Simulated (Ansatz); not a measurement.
# triplet C2H5NSi at 6 levels

Aim: a comparison of 6 runs (UHF/cc-pVDZ, U-r2SCAN0/cc-pVDZ, U-wB97M-V/cc-pVDZ, UB2PLYP/cc-pVDZ, UBLYP/cc-pVDZ, UCCSD/cc-pVDZ) of triplet C2H5NSi. 

The results are computed with Ansatz 0.2.0.

59 further runs of the same task are left out: 1 that didn't finish, 58 set aside as unsound or not needed.

**1. Starting point**

C2H5NSi has 9 atoms, charge 0, and is taken as a triplet. SMILES of the parent species: `C[SiH2]C#N`. Geometry: relaxed at PBE0-D4/def2-TZVP. That shape belongs to the parent species and isn't relaxed for this state.

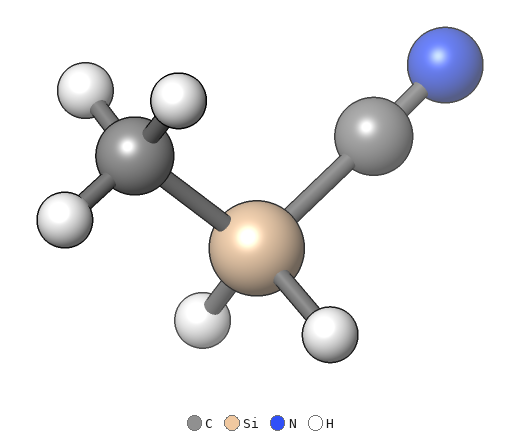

The structure, seen from a chosen angle (carbon grey, silicon light orange, nitrogen blue, hydrogen white).

**2. The energy at UHF/cc-pVDZ (run 1)**

Contents of job.yaml:

```yaml
crystal:
  periodic: [false, false, false]
  atoms:
    - {symbol: C, position_ang: [-0.672000, 0.931100, -0.497500]}
    - {symbol: Si, position_ang: [-0.146800, -0.554600, 0.488300]}
    - {symbol: C, position_ang: [1.638300, -0.910100, 0.129800]}
    - {symbol: N, position_ang: [2.747300, -1.112400, -0.107600]}
    - {symbol: H, position_ang: [-0.554100, 0.746100, -1.566800]}
    - {symbol: H, position_ang: [-0.072800, 1.803400, -0.229800]}
    - {symbol: H, position_ang: [-1.721900, 1.160400, -0.300900]}
    - {symbol: H, position_ang: [-0.893300, -1.779400, 0.117000]}
    - {symbol: H, position_ang: [-0.236400, -0.330800, 1.950300]}
basis:
  gaussian:
    orbitals: cc-pVDZ
hamiltonian:
  xc: hf
output:
  orbitals: {seedname: orbitals}
magnetization:
  spin_polarized: true
  initial_magnetization: 2
accuracy: high
```

Run with:

```sh
$ ansatz run job.yaml --threads 1 --pin off --max-ram 3480MiB --events-out events.jsonl --progress --plain --runs-dir runs
```

What it wrote:

```text
Warning: RAYON_NUM_THREADS=1 ignored (pool sized by the plan → 1); use --threads N
Functional definition: HF
  name "HF"
  exchange = exact_x
  correlation = 0
1991 factors; integrals over basis functions are off by at most 3.9e-9 eV
mean field evaluation 1: about -11470.3988 eV, gradient 2.7e1 eV
mean field evaluation 2: about -11470.4099 eV, gradient 2.7e1 eV
mean field evaluation 4: about -11476.8809 eV, gradient 5.5e0 eV
mean field evaluation 8: about -11478.3951 eV, gradient 4.8e-1 eV
mean field evaluation 16: about -11478.4014 eV, gradient 6.6e-3 eV
mean field evaluation 32: about -11479.2837 eV, gradient 2.8e-3 eV
mean field evaluation 64: about -11479.2832 eV, gradient 1.5e-1 eV
mean field evaluation 96: about -11479.2818 eV, gradient 9.1e-2 eV
mean field evaluation 128: about -11479.2765 eV, gradient 4.5e-1 eV
mean field evaluation 160: about -11477.8839 eV, gradient 3.1e-1 eV
mean field evaluation 192: about -11472.6754 eV, gradient 1.5e1 eV
mean field evaluation 224: about -11474.9079 eV, gradient 6.7e0 eV
mean field evaluation 256: about -11473.2751 eV, gradient 4.3e0 eV
mean field evaluation 288: about -11474.5108 eV, gradient 3.7e0 eV
mean field evaluation 320: about -11478.1715 eV, gradient 2.2e0 eV
mean field evaluation 352: about -11478.5487 eV, gradient 9.8e-1 eV
mean field -11479.28384182 eV, -421.8559002488 hartree, gradient 2.8e-8 eV, S^2 2.014421; 4 other end points of the search recorded, 0 dependent functions left out
reference -11479.28384182 eV, -421.8559002488 hartree; 20, 18 occupied and 65, 67 virtual orbitals, 1991 factors
Total energy: -11479.28384182 eV, -421.8559002488 hartree
```

It took 11 s on 1 thread of AMD EPYC 9R45 (Zen 5), shared host; peak memory 0.36 GiB.

**3. The energy at U-r2SCAN0/cc-pVDZ (run 2)**

Contents of input.yaml:

```yaml
crystal:
  periodic: [false, false, false]
  atoms:
    - {symbol: C, position_ang: [-0.672000, 0.931100, -0.497500]}
    - {symbol: Si, position_ang: [-0.146800, -0.554600, 0.488300]}
    - {symbol: C, position_ang: [1.638300, -0.910100, 0.129800]}
    - {symbol: "N", position_ang: [2.747300, -1.112400, -0.107600]}
    - {symbol: H, position_ang: [-0.554100, 0.746100, -1.566800]}
    - {symbol: H, position_ang: [-0.072800, 1.803400, -0.229800]}
    - {symbol: H, position_ang: [-1.721900, 1.160400, -0.300900]}
    - {symbol: H, position_ang: [-0.893300, -1.779400, 0.117000]}
    - {symbol: H, position_ang: [-0.236400, -0.330800, 1.950300]}
basis:
  gaussian:
    orbitals: cc-pVDZ
magnetization:
  spin_polarized: true
  initial_magnetization: 2
hamiltonian:
  xc: {name: r2SCAN0}
accuracy: high
output: {orbitals: {seedname: orbitals}}
```

Run with:

```sh
$ ansatz run input.yaml --threads 1 --pin off --max-ram 3480MiB --events-out events.jsonl --progress --plain --runs-dir runs
```

What it wrote:

```text
Warning: RAYON_NUM_THREADS=1 ignored (pool sized by the plan → 1); use --threads N
Functional definition: r2SCAN0
  name "r2SCAN0"
  parameter a = 0.25
  parameter k0 = 0.174
  parameter k1 = 0.065
  parameter a1 = 4.9479
  exchange = (1 - a)*r2scan_x(k0 = k0, k1 = k1, a1 = a1) + a*exact_x
  correlation = r2scan_c
1991 factors; integrals over basis functions are off by at most 3.9e-9 eV
mean field evaluation 1: about -11501.4691 eV, gradient 4.2e1 eV
mean field evaluation 2: about -11444.5032 eV, gradient 1.0e2 eV
mean field evaluation 4: about -11510.4551 eV, gradient 2.1e1 eV
mean field evaluation 8: about -11513.3360 eV, gradient 9.4e-1 eV
mean field evaluation 16: about -11513.6064 eV, gradient 4.7e-2 eV
mean field evaluation 32: about -11513.6066 eV, gradient 1.8e-4 eV
mean field evaluation 64: about -11512.8180 eV, gradient 7.1e0 eV
mean field -11513.60657509 eV, -423.1172374318 hartree, gradient 1.2e-8 eV, S^2 2.008640; 4 other end points of the search recorded, 0 dependent functions left out
reference -11513.60657653 eV, -423.1172374845 hartree; 20, 18 occupied and 65, 67 virtual orbitals, 1991 factors
Total energy: -11513.60657653 eV, -423.1172374845 hartree
```

Run time: 32 s. Hardware: 1 thread of AMD EPYC 9R45 (Zen 5), shared host; peak memory 0.57 GiB.

**4. The energy at U-wB97M-V/cc-pVDZ (run 3)**

Contents of molecule.yaml:

```yaml
crystal:
  periodic: [false, false, false]
  atoms:
    - {symbol: C, position_ang: [-0.672000, 0.931100, -0.497500]}
    - {symbol: Si, position_ang: [-0.146800, -0.554600, 0.488300]}
    - {symbol: C, position_ang: [1.638300, -0.910100, 0.129800]}
    - {symbol: "N", position_ang: [2.747300, -1.112400, -0.107600]}
    - {symbol: H, position_ang: [-0.554100, 0.746100, -1.566800]}
    - {symbol: H, position_ang: [-0.072800, 1.803400, -0.229800]}
    - {symbol: H, position_ang: [-1.721900, 1.160400, -0.300900]}
    - {symbol: H, position_ang: [-0.893300, -1.779400, 0.117000]}
    - {symbol: H, position_ang: [-0.236400, -0.330800, 1.950300]}
basis:
  gaussian:
    orbitals: cc-pVDZ
magnetization:
  spin_polarized: true
  initial_magnetization: 2
hamiltonian:
  xc: {name: wB97M-V}
accuracy: high
output: {orbitals: {seedname: orbitals}}
```

Run with:

```sh
$ ansatz run molecule.yaml --threads 1 --pin off --max-ram 3480MiB --events-out events.jsonl --progress --plain --runs-dir runs
```

What it wrote, shortened:

```text
Warning: RAYON_NUM_THREADS=1 ignored (pool sized by the plan → 1); use --threads N
Functional definition: wB97M-V
  name "wB97M-V"
[...]
  gx(w, u) = 1 - cx + cx01*u + cx10*w
  gss(w, u) = css00 + css04*u^4 + css10*w + css20*w^2 + css43*w^4*u^3
  gos(w, u) = cos00 + cos10*w + (cos20 + cos21*u)*w^2 + (cos60 + cos61*u)*w^6
[...]
      + integral(e_c_pw_mod_opposite_spin*gos(b97_w_opposite, b97_u_opposite)) + vv10(b, c)
1991 factors; integrals over basis functions are off by at most 3.9e-9 eV
378 factors; integrals over basis functions are off by at most 2.3e-9 eV
[...]
mean field -11514.33869236 eV, -423.1441422451 hartree, gradient 1.3e-8 eV, S^2 2.003905; 6 other end points of the search recorded, 0 dependent functions left out
reference -11514.33869649 eV, -423.1441423970 hartree; 20, 18 occupied and 65, 67 virtual orbitals, 1991 factors
Total energy: -11514.33869649 eV, -423.1441423970 hartree
```

Wall time 3.5 min (1 thread of AMD EPYC 9R45 (Zen 5), shared host); peak memory 1 GiB.

Runs 4 to 5 aren't shown in full; the table further down has their settings and results.

**5. The energy at UCCSD/cc-pVDZ (run 6)**

Changes to job.yaml since step 2:

```diff
@@ -15,6 +15,2 @@
     orbitals: cc-pVDZ
-hamiltonian:
-  xc: hf
-output:
-  orbitals: {seedname: orbitals}
 magnetization:
@@ -22,2 +18,7 @@
   initial_magnetization: 2
+correlation:
+  method: ccsd
+  frozen_orbitals: {C: 1, H: 0, "N": 1, Si: 5}
 accuracy: high
+scf:
+  omitted_lower_state_checks: [cluster_reference, increment]
```

Run with:

```sh
$ ansatz run job.yaml --threads 1 --pin off --max-ram 3480MiB --events-out events.jsonl --progress --plain --runs-dir runs
```

What it wrote:

```text
Warning: RAYON_NUM_THREADS=1 ignored (pool sized by the plan → 1); use --threads N
[... 20 lines left out ...]
8 core orbitals not correlated: weight in the atoms' cores, before any rotation towards them, 1.000 or more for the frozen orbitals, at most 0.000 for the correlated occupied ones
[... 40 lines left out ...]
Total energy: -11493.32542786 eV, -422.3719190182 hartree
Checks for a lower state left out: cluster_reference, increment
```

Run time: 38 s. Hardware: 1 thread of AMD EPYC 9R45 (Zen 5), shared host; peak memory 0.92 GiB.

**6. The series**

```csv
run,level,frozen core orbitals,energy (Eh),HOMO energy (eV),⟨S²⟩,wall time
1,UHF/cc-pVDZ,–,-421.855900,-7.09,2.014,11 s
2,U-r2SCAN0/cc-pVDZ,–,-423.117237,-3.95,2.009,32 s
3,U-wB97M-V/cc-pVDZ,–,-423.144142,-5.52,2.004,3.5 min
4,UB2PLYP/cc-pVDZ,8,-422.956674,-4.81,2.008,29 s
5,UBLYP/cc-pVDZ,–,-423.168813,-1.87,2.003,11 s
6,UCCSD/cc-pVDZ,8,-422.371919,–,2.014,38 s
```

**7. What came out**

| quantity | value |
| --- | --- |
| run 6: total energy | -422.37192 Eh |
| run 6: correlation energy (8 core orbitals frozen) | -516.0 mEh |
| run 6: ⟨S²⟩ of the reference determinant | 2.014 |
| run 6: T1 diagnostic | 0.016 |

What this shows: Totals of different functionals can't be ranked against each other. All runs together took 5.6 min, the longest 3.5 min.
